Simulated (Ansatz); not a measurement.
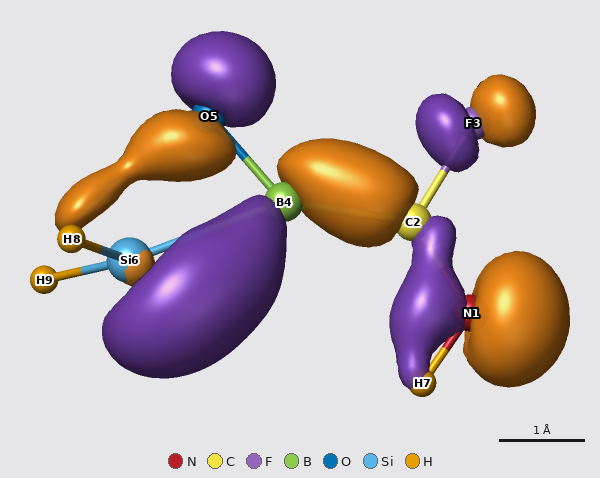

CH3BFNOSi. The HOMO at ±0.15 Å⁻³ᐟ² (orange and purple are the two phases), seen at an oblique angle.

Computed with RKS PBE-D4/6-31G (Ansatz 0.2.0).

```xyz
9

N     0.9462   -1.5337   -1.6392
C     0.3304   -0.4210   -1.5194
F     0.0265    0.2687   -2.7092
B    -0.1520    0.3189   -0.2408
O    -0.7859    1.4609    0.0923
Si   -0.3288    0.4109    1.7344
H     1.1444   -1.9986   -0.7362
H     0.5499    1.3112    2.5715
H    -1.6421    0.1365    2.4297
```

### Describe this orbital and give its energy.

Its weight (Hirshfeld) is mainly on Si6 (about 25 %), N1 (about 25 %), O5 (about 15 %), B4 (about 10 %), C2 (about 10 %) and F3 (about 5 %). Its energy is −6.57 eV.
